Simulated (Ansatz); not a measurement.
# FH6SbSi: a short trajectory

The task is to watch the atoms for 40 steps of 0.25 fs, started with velocities for 300 K and run with a Langevin thermostat.

The runs use Ansatz 0.2.0, Gaussian basis; PBE-D4/def2-SVP.

## (1) Starting geometry

The start, a pair relaxed at PBE0-D4: SMILES `[SiH3]F.[SbH3]`, 9 atoms, charge 0, spin multiplicity 1.

Atoms are counted from 1 here; the program's logs count them from 0.

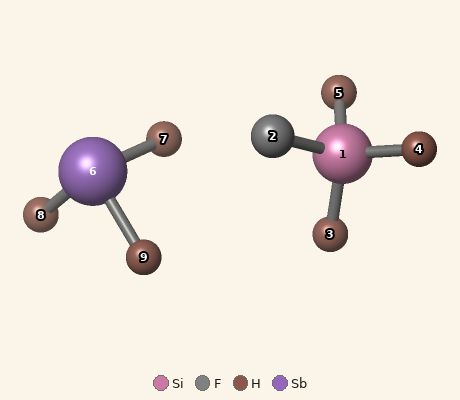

The starting geometry (silicon pink, fluorine grey, hydrogen brown, antimony purple); atoms are numbered from 1 in the order of the file.

Geometry (Å):

```xyz
9
FH6SbSi
Si   -0.3075    0.2085   -1.7772
F     1.0995    0.5349   -1.0790
H    -0.7640   -1.1186   -1.3046
H    -0.0937    0.2002   -3.2436
H    -1.2714    1.2659   -1.3942
Sb    0.9283    0.1369    2.2630
H    -0.5198    0.6458    1.5107
H     0.0504   -0.5133    3.5799
H     0.8780   -1.3603    1.4449
```

## (2) Dynamics

File md/in.yaml:

```yaml
crystal:
  periodic: [false, false, false]
  atoms:
    - {symbol: Si, position_ang: [-0.307521, 0.208496, -1.777227]}
    - {symbol: F, position_ang: [1.099507, 0.534943, -1.078982]}
    - {symbol: H, position_ang: [-0.763963, -1.118553, -1.304616]}
    - {symbol: H, position_ang: [-0.093659, 0.200213, -3.243574]}
    - {symbol: H, position_ang: [-1.271382, 1.265853, -1.394210]}
    - {symbol: Sb, position_ang: [0.928280, 0.136879, 2.262965]}
    - {symbol: H, position_ang: [-0.519783, 0.645793, 1.510704]}
    - {symbol: H, position_ang: [0.050413, -0.513330, 3.579909]}
    - {symbol: H, position_ang: [0.878010, -1.360295, 1.444931]}
basis:
  gaussian: {orbitals: def2-SVP}
hamiltonian: {xc: pbe, dispersion: d4}
md: {n_steps: 40, timestep: 0.25, temperature: 300, ensemble: nvt_langevin, seed: 686, friction: 0.002, initial_velocities: maxwell_boltzmann}
```

The run is started by

```console
> ansatz run in.yaml --threads 4 --pin off --events-out ev --progress --plain --max-ram 9574MiB
```

What it wrote:

```text
Functional definition: PBE
  name "PBE"
  cite "Perdew, Burke & Ernzerhof, Phys. Rev. Lett. 77, 3865 (1996) doi:10.1103/PhysRevLett.77.3865"
  parent pbe
  parameter kappa = 0.804
  parameter beta = 0.06672455060314922
  exchange = pbe_x(kappa = kappa, mu = beta*pi^2/3)
  correlation = pbe_c(beta = beta)
1008 factors; their error is unknown
mean field evaluation 1: about -17216.2550 eV, gradient 3.0e1 eV
mean field evaluation 2: about -17213.4738 eV, gradient 5.5e1 eV
mean field evaluation 4: about -17218.1257 eV, gradient 1.8e0 eV
mean field evaluation 8: about -17218.0935 eV, gradient 2.4e-2 eV
mean field -17218.09346639 eV, -632.7532640468 hartree, gradient 8.3e-6 eV, S^2 0.000000; 0 other end points of the search recorded, 0 dependent functions left out
the calculation of the forces begins
reference -17218.09350603 eV, -632.7532655037 hartree; 26, 26 occupied and 62, 62 virtual orbitals, 1008 factors
md step     0: t =     0.00 fs  T =   266.7 K  F+E_penalty+E_count = -17218.24721903 eV  E_kin = 0.310224 eV  (24 SCF iters)
these checks for a lower state are left out or cut short: starts, cluster_reference, orbital_swaps, neighbouring_geometries, increment
1008 factors; their error is unknown
mean field evaluation 16: about -17218.1333 eV, gradient 3.4e-1 eV
mean field -17218.08827576 eV, -632.7530732947 hartree, gradient 1.0e-5 eV, S^2 0.000000; 0 other end points of the search recorded, 0 dependent functions left out
the calculation of the forces begins
reference -17218.08831537 eV, -632.7530747503 hartree; 26, 26 occupied and 62, 62 virtual orbitals, 1008 factors
md step     1: t =     0.25 fs  T =   259.1 K  F+E_penalty+E_count = -17218.24204737 eV  E_kin = 0.301474 eV  (28 SCF iters)
these checks for a lower state are left out or cut short: starts, cluster_reference, orbital_swaps, neighbouring_geometries, increment
1008 factors; their error is unknown
mean field -17218.08162250 eV, -632.7528287921 hartree, gradient 9.9e-6 eV, S^2 0.000000; 0 other end points of the search recorded, 0 dependent functions left out
the calculation of the forces begins
reference -17218.08166207 eV, -632.7528302462 hartree; 26, 26 occupied and 62, 62 virtual orbitals, 1008 factors
md step     2: t =     0.50 fs  T =   256.5 K  F+E_penalty+E_count = -17218.23541999 eV  E_kin = 0.298341 eV  (28 SCF iters)
[... from here on, the SCF cycles and remarks between the steps are left out ...]
md step     3: t =     0.75 fs  T =   248.6 K  F+E_penalty+E_count = -17218.22758844 eV  E_kin = 0.289181 eV  (28 SCF iters)
md step     4: t =     1.00 fs  T =   240.2 K  F+E_penalty+E_count = -17218.21887065 eV  E_kin = 0.279432 eV  (28 SCF iters)
md step     5: t =     1.25 fs  T =   232.3 K  F+E_penalty+E_count = -17218.20976202 eV  E_kin = 0.270250 eV  (29 SCF iters)
md step     6: t =     1.50 fs  T =   225.5 K  F+E_penalty+E_count = -17218.20056125 eV  E_kin = 0.262303 eV  (28 SCF iters)
md step     7: t =     1.75 fs  T =   226.5 K  F+E_penalty+E_count = -17218.19155287 eV  E_kin = 0.263452 eV  (28 SCF iters)
md step     8: t =     2.00 fs  T =   219.5 K  F+E_penalty+E_count = -17218.18311063 eV  E_kin = 0.255305 eV  (28 SCF iters)
md step     9: t =     2.25 fs  T =   209.3 K  F+E_penalty+E_count = -17218.17556894 eV  E_kin = 0.243498 eV  (21 SCF iters)
md step    10: t =     2.50 fs  T =   202.8 K  F+E_penalty+E_count = -17218.16935851 eV  E_kin = 0.235868 eV  (21 SCF iters)
md step    11: t =     2.75 fs  T =   198.6 K  F+E_penalty+E_count = -17218.16500370 eV  E_kin = 0.231040 eV  (21 SCF iters)
md step    12: t =     3.00 fs  T =   197.0 K  F+E_penalty+E_count = -17218.16258786 eV  E_kin = 0.229174 eV  (21 SCF iters)
md step    13: t =     3.25 fs  T =   195.6 K  F+E_penalty+E_count = -17218.16218877 eV  E_kin = 0.227557 eV  (21 SCF iters)
md step    14: t =     3.50 fs  T =   197.1 K  F+E_penalty+E_count = -17218.16398508 eV  E_kin = 0.229337 eV  (21 SCF iters)
md step    15: t =     3.75 fs  T =   199.2 K  F+E_penalty+E_count = -17218.16746387 eV  E_kin = 0.231793 eV  (21 SCF iters)
md step    16: t =     4.00 fs  T =   200.7 K  F+E_penalty+E_count = -17218.17200296 eV  E_kin = 0.233536 eV  (21 SCF iters)
md step    17: t =     4.25 fs  T =   205.4 K  F+E_penalty+E_count = -17218.17750501 eV  E_kin = 0.238935 eV  (29 SCF iters)
md step    18: t =     4.50 fs  T =   212.8 K  F+E_penalty+E_count = -17218.18355405 eV  E_kin = 0.247503 eV  (28 SCF iters)
md step    19: t =     4.75 fs  T =   214.7 K  F+E_penalty+E_count = -17218.18941245 eV  E_kin = 0.249793 eV  (24 SCF iters)
md step    20: t =     5.00 fs  T =   218.2 K  F+E_penalty+E_count = -17218.19484878 eV  E_kin = 0.253820 eV  (28 SCF iters)
md step    21: t =     5.25 fs  T =   225.0 K  F+E_penalty+E_count = -17218.19958906 eV  E_kin = 0.261728 eV  (28 SCF iters)
md step    22: t =     5.50 fs  T =   228.2 K  F+E_penalty+E_count = -17218.20334815 eV  E_kin = 0.265524 eV  (28 SCF iters)
md step    23: t =     5.75 fs  T =   225.1 K  F+E_penalty+E_count = -17218.20597650 eV  E_kin = 0.261830 eV  (28 SCF iters)
md step    24: t =     6.00 fs  T =   225.9 K  F+E_penalty+E_count = -17218.20731351 eV  E_kin = 0.262829 eV  (28 SCF iters)
md step    25: t =     6.25 fs  T =   226.1 K  F+E_penalty+E_count = -17218.20732137 eV  E_kin = 0.263077 eV  (28 SCF iters)
md step    26: t =     6.50 fs  T =   226.3 K  F+E_penalty+E_count = -17218.20590406 eV  E_kin = 0.263208 eV  (28 SCF iters)
md step    27: t =     6.75 fs  T =   225.9 K  F+E_penalty+E_count = -17218.20292675 eV  E_kin = 0.262778 eV  (28 SCF iters)
md step    28: t =     7.00 fs  T =   221.0 K  F+E_penalty+E_count = -17218.19840940 eV  E_kin = 0.257102 eV  (29 SCF iters)
md step    29: t =     7.25 fs  T =   219.8 K  F+E_penalty+E_count = -17218.19255878 eV  E_kin = 0.255756 eV  (29 SCF iters)
md step    30: t =     7.50 fs  T =   210.3 K  F+E_penalty+E_count = -17218.18567095 eV  E_kin = 0.244664 eV  (28 SCF iters)
md step    31: t =     7.75 fs  T =   205.6 K  F+E_penalty+E_count = -17218.17814775 eV  E_kin = 0.239179 eV  (23 SCF iters)
md step    32: t =     8.00 fs  T =   200.8 K  F+E_penalty+E_count = -17218.17021379 eV  E_kin = 0.233586 eV  (22 SCF iters)
md step    33: t =     8.25 fs  T =   191.3 K  F+E_penalty+E_count = -17218.16202885 eV  E_kin = 0.222584 eV  (23 SCF iters)
md step    34: t =     8.50 fs  T =   180.7 K  F+E_penalty+E_count = -17218.15395449 eV  E_kin = 0.210244 eV  (23 SCF iters)
md step    35: t =     8.75 fs  T =   173.1 K  F+E_penalty+E_count = -17218.14632353 eV  E_kin = 0.201420 eV  (22 SCF iters)
md step    36: t =     9.00 fs  T =   167.2 K  F+E_penalty+E_count = -17218.13926671 eV  E_kin = 0.194525 eV  (22 SCF iters)
md step    37: t =     9.25 fs  T =   161.6 K  F+E_penalty+E_count = -17218.13293993 eV  E_kin = 0.188048 eV  (22 SCF iters)
md step    38: t =     9.50 fs  T =   158.3 K  F+E_penalty+E_count = -17218.12750663 eV  E_kin = 0.184102 eV  (26 SCF iters)
md step    39: t =     9.75 fs  T =   153.6 K  F+E_penalty+E_count = -17218.12322408 eV  E_kin = 0.178649 eV  (22 SCF iters)
these checks for a lower state are left out or cut short: starts, cluster_reference, orbital_swaps, neighbouring_geometries, increment
1008 factors; their error is unknown
mean field -17217.96355009 eV, -632.7484897110 hartree, gradient 2.1e-5 eV, S^2 0.000000; 0 other end points of the search recorded, 0 dependent functions left out
the calculation of the forces begins
reference -17217.96358988 eV, -632.7484911733 hartree; 26, 26 occupied and 62, 62 virtual orbitals, 1008 factors
1008 factors; their error is unknown
mean field evaluation 320: about -17217.9635 eV, gradient 1.0e-1 eV
mean field -17217.96355009 eV, -632.7484897110 hartree, gradient 2.0e-5 eV, S^2 0.000000; 1 other end points of the search recorded, 0 dependent functions left out
the calculation of the forces begins
reference -17217.96358988 eV, -632.7484911733 hartree; 26, 26 occupied and 62, 62 virtual orbitals, 1008 factors
md step    40: t =    10.00 fs  T =   153.1 K  F+E_penalty+E_count = -17218.12030409 eV  E_kin = 0.178153 eV  (26 SCF iters)
Total energy: -17218.12034388 eV, -632.7542517764 hartree
Atom 0 at    -0.324662     0.202844    -1.743506 Å, force    -0.356606     0.172126    -1.078591 eV/Å
Atom 1 at     1.136825     0.579992    -1.093321 Å, force     0.104004     0.013768    -0.120517 eV/Å
Atom 2 at    -0.695941    -1.148837    -1.159067 Å, force    -0.097772     0.343686    -0.167932 eV/Å
Atom 3 at    -0.274877     0.140573    -3.341202 Å, force     0.163533    -0.054351     1.331861 eV/Å
Atom 4 at    -1.270113     1.363308    -1.429694 Å, force     0.179769    -0.488476     0.072825 eV/Å
Atom 5 at     0.928946     0.132387     2.256832 Å, force    -0.177796    -0.269911    -0.398560 eV/Å
Atom 6 at    -0.607479     0.412637     1.440147 Å, force     0.144212     0.069245     0.409310 eV/Å
Atom 7 at     0.249937    -0.440922     3.780136 Å, force    -0.098157    -0.000888    -0.405678 eV/Å
Atom 8 at     0.857380    -1.444661     1.470754 Å, force     0.138813     0.214803     0.357281 eV/Å
Dipole moment:    -0.171505    -0.027727    -0.090925 e Å
```

It took 36 s on 4 threads of Intel Xeon Platinum 8259CL at 2.50GHz, shared host; peak memory 0.48 GiB.

## (3) Frames and traces

Every 2 steps:

```
time (fs)  T (K)  potential (meV)  potential + kinetic (meV)  Si1–H4 (Å)  Sb6–H7 (Å)  Sb6–H9 (Å)
     0.00    267              0.0                        0.0       1.482       1.709       1.707
     0.50    256             11.8                       -0.1       1.464       1.713       1.704
     1.00    240             28.3                       -2.4       1.448       1.717       1.702
     1.50    225             46.7                       -1.3       1.435       1.721       1.701
     2.00    219             64.1                        9.2       1.424       1.726       1.701
     2.50    203             77.9                        3.5       1.417       1.732       1.702
     3.00    197             84.6                        3.6       1.415       1.737       1.703
     3.50    197             83.2                        2.3       1.417       1.742       1.706
     4.00    201             75.2                       -1.5       1.423       1.748       1.710
     4.50    213             63.7                        0.9       1.432       1.753       1.715
     5.00    218             52.4                       -4.0       1.445       1.758       1.720
     5.50    228             43.9                       -0.8       1.460       1.763       1.726
     6.00    226             39.9                       -7.5       1.477       1.767       1.732
     6.50    226             41.3                       -5.7       1.495       1.770       1.737
     7.00    221             48.8                       -4.3       1.514       1.771       1.742
     7.50    210             61.5                       -4.0       1.533       1.773       1.746
     8.00    201             77.0                        0.4       1.551       1.773       1.751
     8.50    181             93.3                       -6.7       1.567       1.772       1.755
     9.00    167            108.0                       -7.7       1.580       1.770       1.758
     9.50    158            119.7                       -6.4       1.592       1.767       1.761
    10.00    153            126.9                       -5.2       1.600       1.762       1.764
```

Energies count from the start.

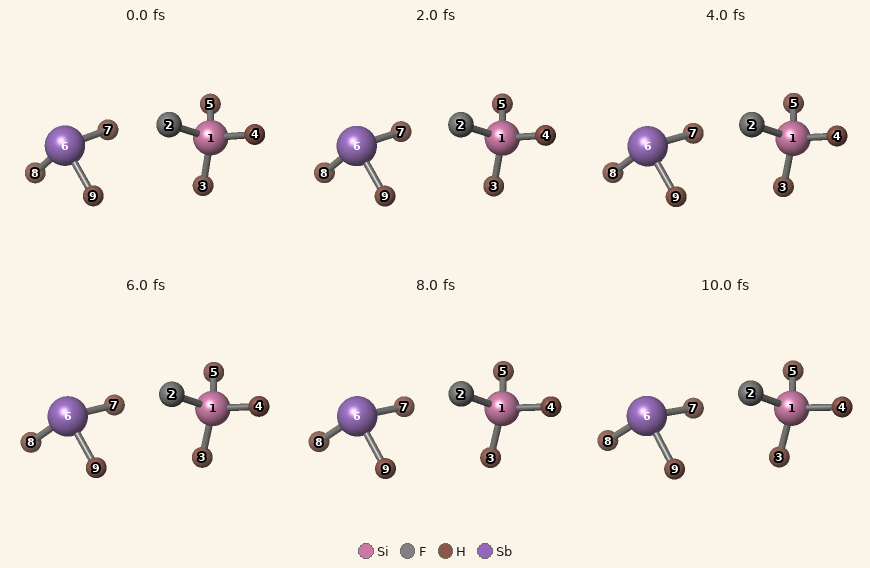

Six frames.

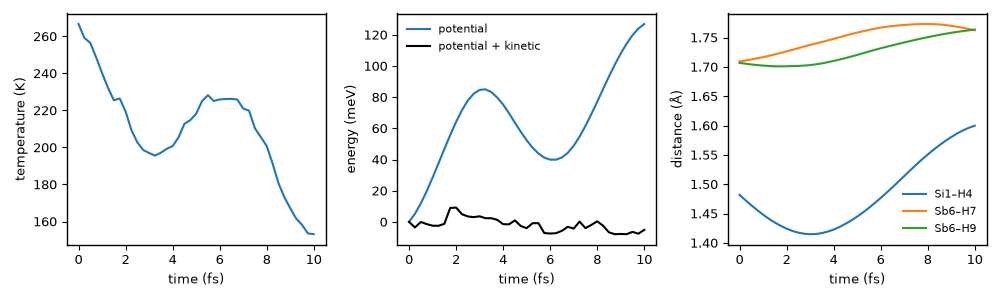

Temperature, energies and the distances followed.

Positions (Å) and forces (eV/Å) at 4.00 fs:

```xyz
9

Si   -0.310    0.208   -1.765   -0.903   -0.360    0.972
F     1.108    0.551   -1.086    1.174    0.254    0.441
H    -0.727   -1.133   -1.246   -0.150   -0.017    0.009
H    -0.202    0.184   -3.183    0.280   -0.110   -1.610
H    -1.239    1.303   -1.423   -0.399    0.226    0.221
Sb    0.928    0.135    2.260    0.004    0.359   -0.014
H    -0.560    0.560    1.447    0.043   -0.012    0.258
H     0.143   -0.490    3.695   -0.072    0.005   -0.259
H     0.864   -1.368    1.446    0.023   -0.345   -0.019
```

Positions (Å) and forces (eV/Å) at 10.00 fs:

```xyz
9

Si   -0.325    0.203   -1.744   -0.357    0.172   -1.079
F     1.137    0.580   -1.093    0.104    0.014   -0.121
H    -0.696   -1.149   -1.159   -0.098    0.344   -0.168
H    -0.275    0.141   -3.341    0.164   -0.054    1.332
H    -1.270    1.363   -1.430    0.180   -0.488    0.073
Sb    0.929    0.132    2.257   -0.178   -0.270   -0.399
H    -0.607    0.413    1.440    0.144    0.069    0.409
H     0.250   -0.441    3.780   -0.098   -0.001   -0.406
H     0.857   -1.445    1.471    0.139    0.215    0.357
```

## (4) Summary of results

```
                                                 quantity              value
                                                   length  40 steps, 10.0 fs
                                 temperature at the start              267 K
                            mean temperature, second half              200 K
lowest and highest potential energy, from the first frame      0 and 127 meV
                    largest change of potential + kinetic            9.2 meV
```

**Reading.** The thermostat trades energy with the molecule, so the sum of potential and kinetic energy isn't conserved: it changes by -5 meV over the run. The mean temperature of the second half is still well below the 300 K set. The instant temperature ranges from 153 to 267 K, as energy passes between motion and strain. No bond breaks or forms, judged by distance. Under Langevin the temperature counts 3N degrees of freedom, more than the drawn velocities fill, so it starts at 267 K, not 300 K.
